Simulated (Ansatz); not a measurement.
# Bands, cutoff and cost in G0W0 for SnO2 (Pnnm), part 2 of 2

Aim: see how the G0W0 gap of SnO2 (Pnnm) on LDA moves with empty bands and screening cutoff, and what each rung costs.

Ansatz 0.2.0; G0W0 on LDA, plane waves, PAW; PAW set soft_1. Known limits of the many-body steps: not at the basis limit; no spin-orbit coupling; coarse k mesh.

So far. Step 4 (598 empty bands, screening to 230 eV): Against the run with 4×4×6 mesh, 277 empty bands, screening to 138 eV, PAW set soft_1 files, the gap moves by +0.02 eV.

### 5. Changing the k mesh: 4×4×4 mesh, 277 empty bands, screening to 138 eV, PAW set soft_1 files

Only the mesh changes. It samples the long-range screening, which converges on its own terms. Bands and cutoff differ from the step before, so it is read against an earlier run that matches them.

Contents of input.yaml:

```yaml
crystal:
  lattice:
    - [4.788004, 0.0, 0.0]
    - [0.0, 4.866582, 0.0]
    - [0.0, 0.0, 3.240898]
  atoms:
    - { symbol: Sn, position: [0.5, 0.5, 0.5] }
    - { symbol: Sn, position: [0.0, 0.0, 0.0] }
    - { symbol: O, position: [0.291855, 0.321042, 0.0] }
    - { symbol: O, position: [0.791855, 0.178958, 0.5] }
    - { symbol: O, position: [0.208145, 0.821042, 0.5] }
    - { symbol: O, position: [0.708145, 0.678958, 0.0] }
kpoints:
  mp_grid: { grid: [4, 4, 4] }
hamiltonian:
  xc: lda
  pseudopotentials: { kind: paw, azcp: { folder: soft_1 }, xc_functional: pbe }
scf:
  occupations: { method: fixed }
gw:
  n_empty_bands: 277
  ecut_chi: 138
  qp_bands: [v2, c2]
  qp_kpoints: band_edges
  screening: { model: contour_deformation }
```

Launch:

```bash
$ ansatz run input.yaml --threads 2 --pin off --max-ram 92160MiB --backend cuda --events-out ev --progress --plain --runs-dir out --devices 1 --max-vram 13GiB
```

Numbers of over 12 decimals in the logs are rounded to 6 here.

What it wrote:

```text
GPUs: using 1 of 1 available (devices: 1).
[...]
GPU FFT provider: cuFFT
GPU libraries: cuBLAS 13.8.2, cuFFT 12.4.0, cuSOLVER 12.3.4
Crystal: 6 atoms, lattice volume = 75.517 Å³
Basis set: ecut = 420 eV, 1479 PW (Γ)
Bands: 32, of which v1, the nominal top of the filled ones, is band 26 counted from 1 (25 counted from 0)
Symmetry: 8 space group operations
[...]
k-points: 27 of 64
[...]
13    28     13.7632   -14.5191    -4.8057   -20.6428  0.7625    15.1638    15.0811  root ?
[...]
26    25      7.6338   -26.4217     5.4816   -20.3357  0.7103     7.0074     7.0294  root
    26    26      7.6338   -26.4217     5.4816   -20.3357  0.7103     7.0074     7.0294  root
    26    27     12.5276   -13.6050    -4.3644   -19.1494  0.7827    13.7806    13.7076  root
    26    28     12.5276   -13.6050    -4.3644   -19.1494  0.7827    13.7806    13.7076  root
[key lines of the parts left out:]
SCF converged after 7 iterations
Free energy (F): -13980.346462 eV
Fermi energy:    8.287181 eV
```

It took 53 s on 1 × NVIDIA H100 80GB HBM3 (shared by 6 runs) with 2 threads of AMD EPYC 7R13 (Zen 3), shared host; peak memory 1.6 GiB; 84 s of CPU time.

Numbers from this step:

| Quantity | Value |
| --- | --- |
| bands summed | 303 |
| RPA ε∞ on this mesh (eigenvalues) | 5.433, 5.880, 5.913 |
| plane waves in the screening matrix | 275 |
| G0W0 gap on the mesh | 1.909 eV |
| k of the valence top | 0, 0, 0 |
| k of the conduction bottom | 0, 0, 0 |
| starting gap on the mesh | 0.6843 eV |
| least direct G0W0 gap on the computed points | 1.909 eV |

Against the run with 4×4×6 mesh, 277 empty bands, screening to 138 eV, PAW set soft_1 files, the gap moves by −0.02 eV.

### 6. Changing the frequency model: 4×4×6 mesh, 277 empty bands, screening to 138 eV, plasmon pole, PAW set soft_1 files

A plasmon pole stands in for the full frequency dependence of the screening; this run shows what that costs in accuracy.

Edit input.yaml of step 5 so:

```diff
@@ -13,3 +13,3 @@
 kpoints:
-  mp_grid: { grid: [4, 4, 4] }
+  mp_grid: { grid: [4, 4, 6] }
 hamiltonian:
@@ -24,2 +24,2 @@
   qp_kpoints: band_edges
-  screening: { model: contour_deformation }
+  screening: { model: godby_needs }
```

What it wrote:

```text
GPUs: using 1 of 1 available (devices: 1).
[...]
GPU FFT provider: cuFFT
GPU libraries: cuBLAS 13.8.2, cuFFT 12.4.0, cuSOLVER 12.3.4
Crystal: 6 atoms, lattice volume = 75.517 Å³
Basis set: ecut = 420 eV, 1479 PW (Γ)
Bands: 32, of which v1, the nominal top of the filled ones, is band 26 counted from 1 (25 counted from 0)
Symmetry: 8 space group operations
[...]
k-points: 36 of 96
[...]
1    28     14.2511   -13.5293    -4.7538   -19.8787  0.8122    15.8595    15.8467  root
[...]
35    25      7.6328   -26.4266     5.4615   -20.3367  0.7721     7.0011     7.0043  root
    35    26      7.6328   -26.4266     5.4615   -20.3367  0.7721     7.0011     7.0043  root
    35    27     12.5262   -13.6041    -4.1626   -19.1493  0.8242    13.9159    13.9089  root
    35    28     12.5262   -13.6041    -4.1626   -19.1493  0.8242    13.9159    13.9089  root
[key lines of the parts left out:]
SCF converged after 7 iterations
Free energy (F): -13980.355595 eV
Fermi energy:    8.285784 eV
```

Elapsed: 59 s, on 1 × NVIDIA H100 80GB HBM3 (shared by 6 runs) with 2 threads; peak memory 2 GiB; 83 s of CPU time.

Numbers from this step:

```yaml
bands_summed: 303
plasmon_pole_fit_frequency: 30.81 eV
rpa_eps_infinity_on_this_mesh_eigenvalues: 5.182, 5.449, 5.475
plane_waves_in_the_screening_matrix: 275
g0w0_gap_on_the_mesh: 2.000 eV
k_of_the_valence_top: 0, 0, 0
k_of_the_conduction_bottom: 0, 0, 0
starting_gap_on_the_mesh: 0.6854 eV
least_direct_g0w0_gap_on_the_computed_points: 2.000 eV
```

Against the run with 4×4×6 mesh, 277 empty bands, screening to 138 eV, PAW set soft_1 files, the gap moves by +0.07 eV.

### 7. Changing the files: 4×4×6 mesh, 277 empty bands, screening to 138 eV, hard PAW files

Other atomic data (hard PAW) test the pseudisation: the cutoff goes from 420 to 930 eV and the valence electrons from 52 to 68, which opens shells that were frozen.

This step: G0W0 on LDA, plane waves, PAW.

Edit input.yaml of step 6 so:

```diff
@@ -16,3 +16,3 @@
   xc: lda
-  pseudopotentials: { kind: paw, azcp: { folder: soft_1 }, xc_functional: pbe }
+  pseudopotentials: { kind: paw, source: ansatz }
 scf:
@@ -24,2 +24,2 @@
   qp_kpoints: band_edges
-  screening: { model: godby_needs }
+  screening: { model: contour_deformation }
```

What it wrote:

```text
GPUs: using 1 of 1 available (devices: 1).
[...]
GPU FFT provider: cuFFT
GPU libraries: cuBLAS 13.8.2, cuFFT 12.4.0, cuSOLVER 12.3.4
Crystal: 6 atoms, lattice volume = 75.517 Å³
Basis set: ecut = 930 eV, 4843 PW (Γ)
Bands: 41, of which v1, the nominal top of the filled ones, is band 34 counted from 1 (33 counted from 0)
Symmetry: 8 space group operations
[...]
k-points: 36 of 96
[...]
12    33      9.1945   -26.2241     4.9631   -20.7212  0.7200     8.6380     8.6547  root ?
[...]
35    33      9.1219   -26.4257     5.4471   -20.3339  0.7141     8.4494     8.4772  root
    35    34      9.1219   -26.4257     5.4471   -20.3339  0.7141     8.4494     8.4772  root
    35    35     14.0111   -13.6039    -4.3375   -19.1532  0.7855    15.2862    15.2230  root
    35    36     14.0111   -13.6039    -4.3375   -19.1532  0.7855    15.2862    15.2230  root
[key lines of the parts left out:]
SCF converged after 8 iterations
Free energy (F): -21382.154634 eV
Fermi energy:    9.776140 eV
```

Wall time 88 s (1 × NVIDIA H100 80GB HBM3 (shared by 6 runs) with 2 threads); peak memory 2.6 GiB; 2.2 min of CPU time.

This step gave:

| Quantity | Value |
| --- | --- |
| bands summed | 311 |
| RPA ε∞ on this mesh (eigenvalues) | 5.174, 5.442, 5.468 |
| plane waves in the screening matrix | 275 |
| G0W0 gap on the mesh | 1.967 eV |
| k of the valence top | 0, 0, 0 |
| k of the conduction bottom | 0, 0, 0 |
| starting gap on the mesh | 0.6858 eV |
| least direct G0W0 gap on the computed points | 1.967 eV |

Against the run with 4×4×6 mesh, 277 empty bands, screening to 138 eV, PAW set soft_1 files, the gap moves by +0.04 eV.

### 8. Convergence and cost

Times are wall times on 1 × NVIDIA H100 80GB HBM3 (shared by 6 runs) with 2 threads of AMD EPYC 7R13 (Zen 3), shared host, good to a factor of about two.

```
 mesh           files            frequency  bands summed  cutoff (eV)  start (eV)  G0W0 (eV)  time  host memory (GiB)
4×4×6  PAW set soft_1  contour deformation           124           69       0.685      1.873  28 s                1.2
4×4×6  PAW set soft_1  contour deformation           303          138       0.685      1.930  88 s                1.8
4×4×6  PAW set soft_1  contour deformation           624          230       0.685      1.950  72 s                4.0
4×4×4  PAW set soft_1  contour deformation           303          138       0.684      1.909  53 s                1.6
4×4×6  PAW set soft_1         plasmon pole           303          138       0.685      2.000  59 s                2.0
4×4×6        hard PAW  contour deformation           311          138       0.686      1.967  88 s                2.6
```

How the two edges are built up, in eV (the quasiparticle level is the starting level plus Σx plus Σc less Vxc):

```
      run               edge  start      Σx     Σc     Vxc     Z    QP
124 bands        valence top   8.29  -26.11   4.99  -20.92  0.73  8.08
124 bands  conduction bottom   8.97  -15.73  -2.41  -19.13  0.80  9.95
303 bands        valence top   8.29  -26.11   4.70  -20.92  0.73  7.80
303 bands  conduction bottom   8.97  -15.73  -2.64  -19.13  0.79  9.73
624 bands        valence top   8.29  -26.11   4.49  -20.92  0.73  7.58
624 bands  conduction bottom   8.97  -15.73  -2.83  -19.13  0.79  9.53
```

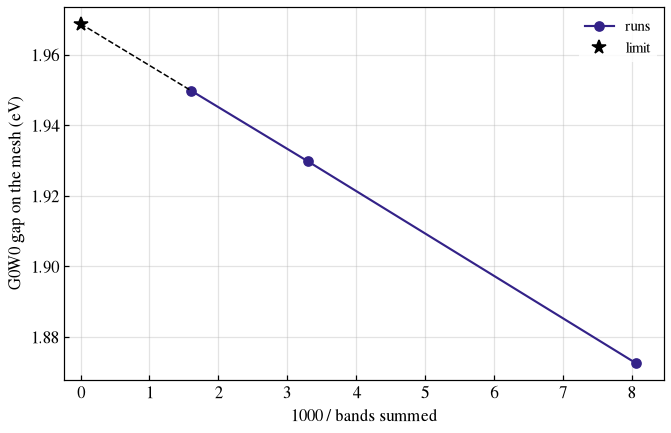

The gap against one over the number of bands; the dashed line carries the two highest rungs to the limit.

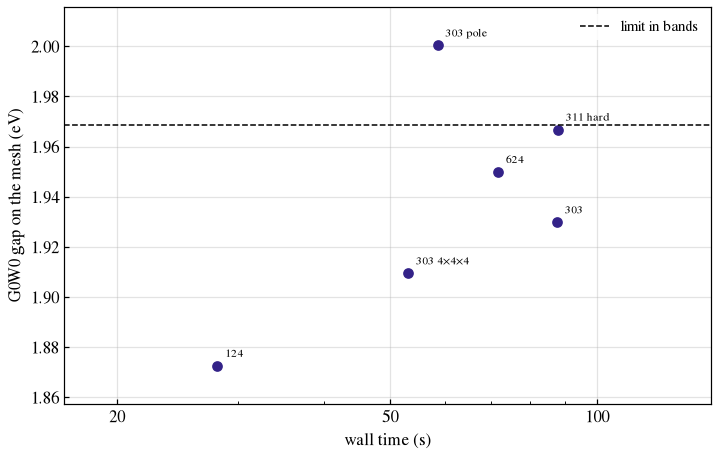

Result against wall time.

### 9. Summary of results

```yaml
124_bands_69_ev: 1.873 eV
303_bands_138_ev: 1.930 eV
624_bands_230_ev: 1.950 eV
estimated_limit_in_bands_and_cutoff: 1.97 eV
mesh_and_start: 4×4×6, LDA
```

**Reading.** A line in one over the bands through the two highest rungs gives 1.97 eV, +0.02 eV from the top rung; the pair below gives 1.97 eV, in fair agreement. The rungs stand 0.10 eV (124 bands), 0.04 eV (303 bands) and 0.02 eV (624 bands) from it. From 124 to 624 bands the gap moves by +0.08 eV while the time grows 2.6-fold. Σc changes by −0.50 eV at the valence top and −0.42 eV at the conduction bottom, so the levels themselves move more than the gap between them. On the 4×4×4 mesh in place of 4×4×6 the gap differs by −0.02 eV, of which −0.001 eV is already in the start. The plasmon-pole model gives +0.07 eV against contour deformation, 6 % of the correction. Hard PAW files move the gap by +0.04 eV at equal bands and cutoff, +0.0004 eV of it in the start. The cheapest rung within 0.1 eV of this estimate is that with 124 bands (28 s). The 4×4×6 mesh is coarse for this cell (its supercell is 19 Å along the shortest edge). The RPA ε∞ on it, from the LDA start, is 5.14, 5.41 and 5.43; such meshes misread the long-range screening, most where the gap is narrow. The many-body steps are scalar-relativistic: spin-orbit coupling is not in them.

[Paths, hosts, dates, memory and timing lines, banners, echoed tables and standing remarks are left out of the program output.]

[Logs are printed without paths, hosts, clocks, repeated set-up lines and the standing remarks that a program may print on its own settings, such as how far it seeks lower states.]

[Runs of the session that timed out or met a known fault of the program may be left out.]

[Cells called generated may have been cut or substituted from an entry of the Crystallography Open Database or the Materials Project.]

[Hosts, paths, dates, database ids (printed as entryN), source tags and the programs' standing remarks are cut or masked in the printed files.]
